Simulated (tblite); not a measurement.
**Geometry relaxation of C2H5Cl2Si2**

- system: C2H5Cl2Si2, multiplicity 2
- method: GFN2-xTB geometry optimisation, gas phase (tblite 0.8.0)

It belongs to a series of runs on one base structure; here: H removed from sp2 C.

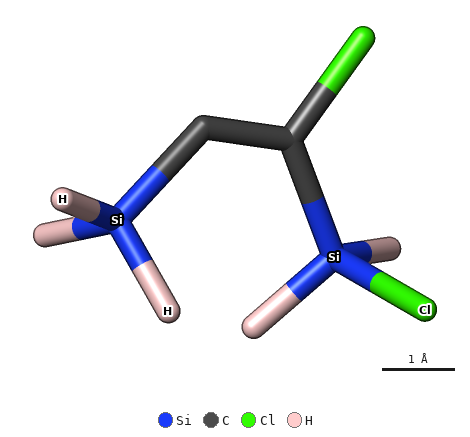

Figure 1. The structure as given in the input (stick view, seen at an oblique angle). Bond lengths as drawn: Cl–Si 2.09 Å, C–C 1.35 Å, C–Cl 1.76 Å, C–Si 1.80 to 1.83 Å and H–Si 1.47 to 1.49 Å.

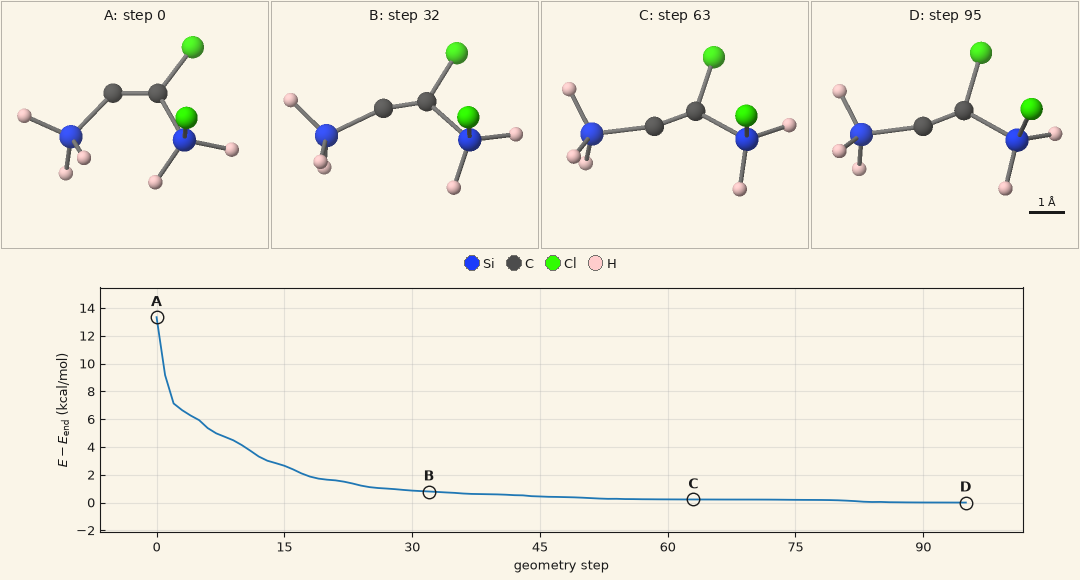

Figure 2. Frames of the relaxation (ball-and-stick view, seen at a tilt) above the curves, on which the letters mark them (steps are counted from 0).

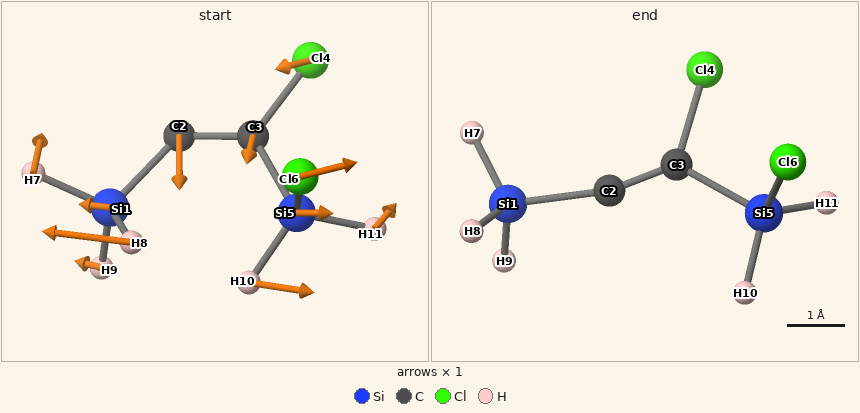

Figure 3. Before (left) and after (right) the relaxation, at one scale (ball-and-stick view, seen at a tilt). The orange arrows give the displacements, at true length. The energy falls by 13.3 kcal/mol in 95 geometry steps. The largest force component goes from 3.5 to 0.009 eV/Å. H8 moves most after the best rigid fit: 1.61 Å. Largest moves by element: H 1.61 Å, C 1.14 Å, Cl 1.05 Å, Si 0.67 Å. Among the contacts that change: Si5–Cl6 2.086 → 2.004 Å, C3–Si5 1.834 → 1.911 Å, C2–C3 1.345 → 1.273 Å, C3–Cl4 1.755 → 1.822 Å. Among the angles that change: Si1–C2–C3 126.0° → 165.0°, Cl4–C3–Si5 118.5° → 107.8°, C2–Si1–H9 114.2° → 106.3°. (Atoms are counted from 1 in the order of the input.)

These pictures come from the run below.

## Input
```
{"job": {"kind": "relax", "xc": "GFN2-xTB", "basis": "xTB"}, "charge": 0, "multiplicity": 2}
Si    -1.781200    -0.209300    -0.532900
C     -0.892200     1.035600     0.424700
C      0.430200     1.048400     0.670700
Cl     1.087100     2.363400     1.629500
Si     1.581600    -0.226600     0.028100
Cl     1.895400    -1.597300     1.569200
H     -3.151800    -0.427300     0.014400
H     -1.077400    -1.492500    -0.408500
H     -1.929700     0.120800    -1.961800
H      0.969500    -0.973200    -1.101200
H      2.873900     0.360700    -0.358000
```

The first line tells a small driver script what to run in tblite; the rest is the geometry in Å.

Launch command:
```bash
OMP_NUM_THREADS=1 python <driver script> task.json out
```

## Log
```
step      E/eV     max force
  0    -525.51493    3.821
  1    -525.69572    3.199
  2    -525.78421    0.496
  3    -525.80520    0.354
  4    -525.82196    0.400
  5    -525.83640    0.523
  6    -525.86109    0.436
  7    -525.87748    0.387
  8    -525.88820    0.320
  9    -525.89906    0.428
 10    -525.91408    0.534
 11    -525.93158    0.463
 12    -525.94993    0.465
 13    -525.96289    0.312
 14    -525.97057    0.238
 15    -525.97864    0.311
 16    -525.98973    0.397
 17    -526.00243    0.408
 18    -526.01242    0.316
 19    -526.01877    0.196
 20    -526.02210    0.135
 21    -526.02422    0.181
 22    -526.02832    0.258
 23    -526.03400    0.299
 24    -526.04063    0.255
 25    -526.04537    0.191
 26    -526.04814    0.147
 27    -526.04981    0.150
 28    -526.05174    0.143
 29    -526.05413    0.151
 30    -526.05623    0.104
 31    -526.05771    0.108
 32    -526.05901    0.134
 33    -526.06047    0.129
 34    -526.06197    0.151
 35    -526.06329    0.127
 36    -526.06533    0.096
 37    -526.06658    0.104
 38    -526.06704    0.065
 39    -526.06755    0.065
 40    -526.06805    0.068
 41    -526.06902    0.098
 42    -526.07047    0.177
 43    -526.07103    0.148
 44    -526.07353    0.169
 45    -526.07448    0.116
 46    -526.07555    0.061
 47    -526.07594    0.066
 48    -526.07657    0.072
 49    -526.07725    0.076
 50    -526.07833    0.087
 51    -526.07968    0.095
 52    -526.08102    0.086
 53    -526.08191    0.063
 54    -526.08178    0.057
 55    -526.08261    0.041
 56    -526.08276    0.037
 57    -526.08316    0.052
 58    -526.08331    0.044
 59    -526.08352    0.027
 60    -526.08362    0.026
 61    -526.08373    0.026
 62    -526.08382    0.024
 63    -526.08388    0.021
 64    -526.08393    0.022
 65    -526.08399    0.021
 66    -526.08406    0.026
 67    -526.08412    0.020
 68    -526.08415    0.019
 69    -526.08417    0.018
 70    -526.08420    0.017
 71    -526.08425    0.024
 72    -526.08435    0.032
 73    -526.08453    0.039
 74    -526.08480    0.048
 75    -526.08505    0.037
 76    -526.08520    0.024
 77    -526.08530    0.028
 78    -526.08544    0.034
 79    -526.08575    0.063
 80    -526.08642    0.106
 81    -526.08758    0.157
 82    -526.08902    0.158
 83    -526.09093    0.088
 84    -526.09179    0.083
 85    -526.09153    0.110
 86    -526.09244    0.055
 87    -526.09266    0.040
 88    -526.09298    0.039
 89    -526.09316    0.021
 90    -526.09328    0.017
 91    -526.09334    0.023
 92    -526.09338    0.015
 93    -526.09343    0.014
 94    -526.09350    0.013
 95    -526.09352    0.010
```

## Trajectory as extended XYZ (Å, eV, eV/Å), 10 of the 96 frames kept, from step=0 to step=95
```
11
Properties=species:S:1:pos:R:3:forces:R:3 step=0 energy=-525.51493
Si   -1.7812   -0.2093   -0.5329   -1.7650  -0.9940  -0.5610
C    -0.8922    1.0356    0.4247    2.9850   0.3470   0.6570
C     0.4302    1.0484    0.6707   -3.4820   1.5510   0.2600
Cl    1.0871    2.3634    1.6295    0.2720  -0.1890  -0.0490
Si    1.5816   -0.2266    0.0281    1.6000  -1.8180  -0.1280
Cl    1.8954   -1.5973    1.5692   -0.1480   0.6590  -0.7080
H    -3.1518   -0.4273    0.0144    0.4220   0.1770  -0.0960
H    -1.0774   -1.4925   -0.4085   -0.1550  -0.1210  -0.0190
H    -1.9297    0.1208   -1.9618    0.1230   0.0890   0.1730
H     0.9695   -0.9732   -1.1012    0.3720   0.3180   0.3360
H     2.8739    0.3607   -0.3580   -0.2250  -0.0190   0.1350
11
Properties=species:S:1:pos:R:3:forces:R:3 step=11 energy=-525.93158
Si   -1.9288   -0.2743   -0.5385    0.2150  -0.0070  -0.0360
C    -0.8585    0.9540    0.3459    0.0640  -0.1100   0.0590
C     0.3974    1.0614    0.6294   -0.3580  -0.2270  -0.1850
Cl    1.1607    2.2891    1.5889    0.0630   0.3470   0.2010
Si    1.7129   -0.2160    0.0673    0.2060  -0.3950  -0.0170
Cl    1.9158   -1.5508    1.5704    0.0420   0.2420  -0.1810
H    -3.2534   -0.3599    0.0763    0.0450   0.0960  -0.0210
H    -1.2834   -1.6074   -0.4639   -0.1860   0.1120  -0.0280
H    -1.9468    0.1624   -1.9422   -0.1310  -0.0390   0.0940
H     1.1284   -0.9088   -1.0752    0.0900  -0.0250  -0.0360
H     2.9612    0.4528   -0.2843   -0.0500   0.0060   0.1500
11
Properties=species:S:1:pos:R:3:forces:R:3 step=21 energy=-526.02422
Si   -2.0293   -0.2998   -0.5392   -0.0350  -0.0050  -0.0370
C    -0.8048    0.7676    0.3253   -0.0650   0.0330  -0.0180
C     0.4360    0.9791    0.5729   -0.0170  -0.1520  -0.0970
Cl    1.1115    2.2937    1.5300   -0.0740   0.0980   0.0450
Si    1.8554   -0.2146    0.0491    0.0480   0.0010   0.0820
Cl    2.0389   -1.4666    1.6021    0.0340  -0.0880  -0.0180
H    -3.3216   -0.1740    0.1339   -0.0160   0.0370   0.0430
H    -1.6612   -1.7266   -0.5517    0.0370   0.0750   0.0130
H    -2.1124    0.1897   -1.9187   -0.0080  -0.0010   0.0160
H     1.4219   -0.9202   -1.1533    0.0720   0.0100   0.0540
H     3.0710    0.5743   -0.0765    0.0250  -0.0060  -0.0830
11
Properties=species:S:1:pos:R:3:forces:R:3 step=32 energy=-526.05901
Si   -2.1929   -0.2889   -0.5431   -0.0560   0.0410  -0.0230
C    -0.7493    0.5547    0.2016    0.0040  -0.0100  -0.0010
C     0.4554    0.8414    0.5123    0.1010  -0.0120  -0.0880
Cl    0.9233    2.2995    1.4408   -0.0020   0.0020   0.0340
Si    2.0322   -0.1914    0.1085   -0.0020  -0.0070  -0.0040
Cl    2.2309   -1.5041    1.6078    0.0220  -0.0350   0.0540
H    -3.3963    0.0339    0.2305    0.0320  -0.0330   0.0230
H    -1.9973   -1.7406   -0.5971    0.0020  -0.0400   0.0520
H    -2.3108    0.2334   -1.9027   -0.0140   0.0380  -0.0680
H     1.8185   -0.9237   -1.1354   -0.0470   0.0220   0.0020
H     3.1916    0.6885    0.0509   -0.0400   0.0340   0.0200
11
Properties=species:S:1:pos:R:3:forces:R:3 step=42 energy=-526.07047
Si   -2.2868   -0.2544   -0.5622   -0.1050   0.0420   0.0720
C    -0.6662    0.3541    0.0337   -0.0530  -0.0090  -0.0090
C     0.4824    0.7342    0.4292    0.1620  -0.0620  -0.0330
Cl    0.7765    2.2453    1.3771   -0.0130  -0.0110   0.0230
Si    2.1519   -0.1883    0.1477   -0.0640   0.0650  -0.0150
Cl    2.3975   -1.5136    1.6326   -0.0270   0.0110   0.0190
H    -3.3879    0.1674    0.3175    0.0840   0.0230  -0.0110
H    -2.2506   -1.7173   -0.5767    0.0130  -0.0780  -0.0240
H    -2.4825    0.2883   -1.9053    0.0210   0.0070  -0.0320
H     2.0491   -0.9141   -1.1167    0.0120   0.0410   0.0390
H     3.2220    0.8009    0.1971   -0.0290  -0.0280  -0.0290
11
Properties=species:S:1:pos:R:3:forces:R:3 step=53 energy=-526.08191
Si   -2.3383   -0.2340   -0.5614   -0.0470   0.0250  -0.0100
C    -0.6004    0.1544   -0.1163    0.0090  -0.0130  -0.0190
C     0.4952    0.6151    0.3428   -0.0200  -0.0290  -0.0070
Cl    0.6088    2.1253    1.3432   -0.0010   0.0280   0.0330
Si    2.2334   -0.1669    0.1673   -0.0390  -0.0330   0.0250
Cl    2.4687   -1.4669    1.6801   -0.0130   0.0290  -0.0260
H    -3.2677    0.3369    0.4197    0.0020   0.0040   0.0180
H    -2.4832   -1.6903   -0.5826    0.0130  -0.0450   0.0210
H    -2.6048    0.3206   -1.8887    0.0450   0.0240  -0.0090
H     2.2712   -0.8840   -1.1004    0.0070  -0.0350  -0.0270
H     3.2226    0.8925    0.2703    0.0440   0.0450   0.0010
11
Properties=species:S:1:pos:R:3:forces:R:3 step=63 energy=-526.08388
Si   -2.3445   -0.2311   -0.5624   -0.0060   0.0020   0.0010
C    -0.5935    0.1290   -0.1413    0.0090  -0.0100   0.0060
C     0.4921    0.5975    0.3328   -0.0100   0.0100  -0.0160
Cl    0.5778    2.1008    1.3534    0.0030  -0.0040   0.0140
Si    2.2391   -0.1615    0.1618   -0.0020  -0.0060   0.0060
Cl    2.4615   -1.4504    1.6845    0.0100   0.0100  -0.0030
H    -3.2466    0.3542    0.4366   -0.0080   0.0050  -0.0130
H    -2.5047   -1.6879   -0.5696    0.0000   0.0020  -0.0020
H    -2.5930    0.3358   -1.8888    0.0050  -0.0020   0.0110
H     2.2963   -0.8929   -1.0993    0.0020  -0.0010   0.0020
H     3.2210    0.9092    0.2664   -0.0030  -0.0050  -0.0060
11
Properties=species:S:1:pos:R:3:forces:R:3 step=74 energy=-526.08480
Si   -2.3491   -0.2269   -0.5611   -0.0060   0.0000   0.0000
C    -0.5976    0.1188   -0.1282    0.0190   0.0090   0.0050
C     0.4913    0.5869    0.3396   -0.0470   0.0010  -0.0070
Cl    0.5754    2.0730    1.3842    0.0090   0.0070   0.0170
Si    2.2412   -0.1598    0.1564    0.0350  -0.0060   0.0050
Cl    2.4856   -1.4268    1.6951    0.0130   0.0200  -0.0180
H    -3.2776    0.3660    0.4103    0.0250  -0.0020  -0.0080
H    -2.5101   -1.6836   -0.5639   -0.0100   0.0040  -0.0030
H    -2.5704    0.3408   -1.8917    0.0000  -0.0080  -0.0030
H     2.2953   -0.9028   -1.0981   -0.0090  -0.0080   0.0060
H     3.2214    0.9169    0.2316   -0.0290  -0.0170   0.0050
11
Properties=species:S:1:pos:R:3:forces:R:3 step=84 energy=-526.09179
Si   -2.3678   -0.1923   -0.6074   -0.0190   0.0450   0.0010
C    -0.6126    0.0593   -0.1237    0.0280  -0.0130   0.0140
C     0.4669    0.4735    0.4097   -0.0160   0.0210   0.0050
Cl    0.5296    1.8222    1.6390    0.0010  -0.0300  -0.0110
Si    2.2512   -0.1550    0.1406    0.0570  -0.0070   0.0250
Cl    2.7737   -1.2323    1.7548   -0.0330   0.0430  -0.0630
H    -3.2815    0.5265    0.2908    0.0090   0.0020  -0.0060
H    -2.6533   -1.6269   -0.5326    0.0260   0.0060  -0.0180
H    -2.4922    0.3274   -1.9718   -0.0040  -0.0340   0.0210
H     2.2642   -1.0057   -1.0453   -0.0130  -0.0080   0.0200
H     3.1272    1.0061    0.0200   -0.0360  -0.0240   0.0120
11
Properties=species:S:1:pos:R:3:forces:R:3 step=95 energy=-526.09352
Si   -2.3647   -0.1781   -0.6166   -0.0060   0.0040   0.0040
C    -0.6156    0.0584   -0.1074   -0.0020   0.0030  -0.0030
C     0.4627    0.4573    0.4390    0.0020   0.0090   0.0030
Cl    0.5315    1.7533    1.7177   -0.0010  -0.0040   0.0030
Si    2.2467   -0.1539    0.1318    0.0040  -0.0070   0.0010
Cl    2.8322   -1.1729    1.7556   -0.0020   0.0020   0.0000
H    -3.2892    0.5638    0.2506    0.0040   0.0010  -0.0050
H    -2.6535   -1.6106   -0.5310    0.0040  -0.0070   0.0020
H    -2.4612    0.3083   -1.9938   -0.0070   0.0000  -0.0020
H     2.2258   -1.0435   -1.0238    0.0050   0.0000  -0.0030
H     3.0908    1.0204   -0.0482    0.0000  -0.0010   0.0000
```

## Key numbers

| quantity | value |
| --- | --- |
| outcome | converged |
| total energy | −526.0935 eV |
| hardware | 1 CPU thread, shared host |
| wall time | 0.62 s |
| peak memory | 0.18 GiB |
